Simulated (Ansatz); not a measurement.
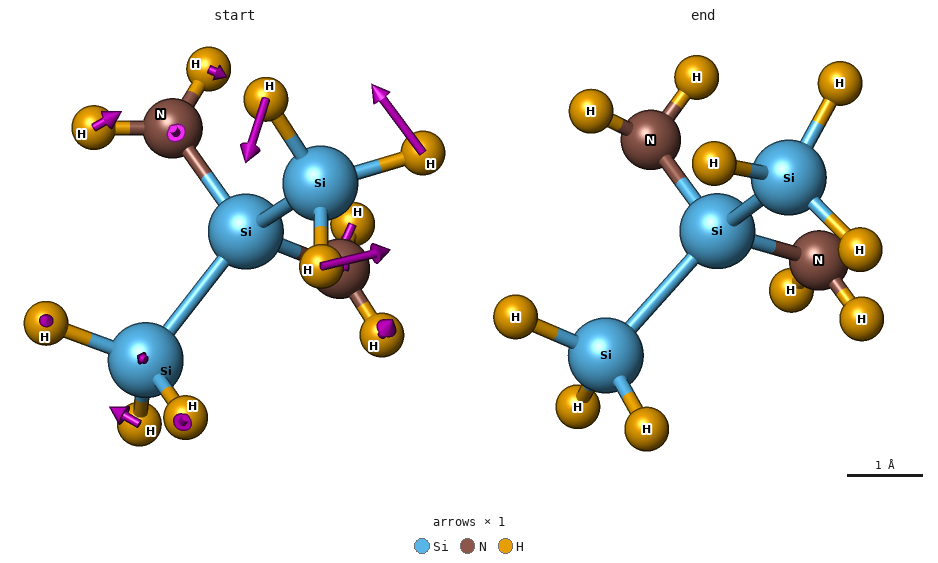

The structure of Si3N2H10 before (left) and after (right) a relaxation, at one scale. The purple arrows give the displacements, at their true length.

The picture is a ball-and-stick view, seen from a free direction.

The run prepares the start of a later molecular dynamics calculation, from a guessed geometry.

Method: RKS PBE0-D4/STO-3G (Ansatz).

The input:
```yaml
crystal:
  periodic: [false, false, false]
  atoms:
    - { symbol: Si, position_ang: [0.0, 0.0, 0.0] }
    - { symbol: "N", position_ang: [0.0, 0.0, 1.82] }
    - { symbol: H, position_ang: [-0.877, -0.2713, 2.35] }
    - { symbol: H, position_ang: [0.877, 0.2713, 2.35] }
    - { symbol: Si, position_ang: [2.0935, 0.0, -0.7393] }
    - { symbol: H, position_ang: [2.5508, -1.3762, -0.9079] }
    - { symbol: H, position_ang: [2.1573, 0.6939, -2.0222] }
    - { symbol: H, position_ang: [2.951, 0.6823, 0.2255] }
    - { symbol: Si, position_ang: [-1.0456, 1.8115, -0.7393] }
    - { symbol: H, position_ang: [-2.4302, 1.478, -1.0607] }
    - { symbol: H, position_ang: [-1.0215, 2.8436, 0.2931] }
    - { symbol: H, position_ang: [-0.3743, 2.3069, -1.9374] }
    - { symbol: "N", position_ang: [-0.8572, -1.4851, -0.6061] }
    - { symbol: H, position_ang: [-1.3922, -2.1014, 0.0704] }
    - { symbol: H, position_ang: [-0.8219, -1.7344, -1.6357] }
basis:
  gaussian: { orbitals: STO-3G }
hamiltonian:
  xc: pbe0
  dispersion: d4
relax:
  f_tol: 0.02
  max_steps: 40
```

Launched with:
```bash
ansatz run input.yaml --threads 1 --pin off --max-ram 2048MiB --backend cpu --events-out ev --progress --plain --runs-dir out
```

Question: Summarise the run.

Answer: The atom that moves furthest after the best rigid fit is H10 (1.17 Å). By element the largest moves are H 1.17 Å, N 0.38 Å, Si 0.16 Å. Among the contacts that change: Si1–Si5 2.220 → 2.266 Å, Si1–N13 1.819 → 1.783 Å, Si5–H6 1.460 → 1.444 Å, N13–H14 1.060 → 1.048 Å. Among the angles between lasting bonds that change: H3–N2–H4 120.0° → 103.7°, Si1–N13–H14 120.0° → 109.5°, Si1–N2–H3 120.0° → 109.5°. Groups turn about Si1–Si9 by about 50°. After 27 accepted moves (30 points after the start) the energy has fallen by 0.944 eV. The largest force component goes from 2.1 to 0.0092 eV/Å. The line search rejected the trial steps at points 4, 16, 21 of the run. The forces were under the threshold at step 15, but the run went on from there. The run took 81 s on 1 thread of Intel(R) Xeon(R) Platinum 8488C (Sapphire Rapids) (shared host), peak memory 0.15 GiB.

Limits of the set-up: STO-3G is a minimal basis, so the numbers are rough.
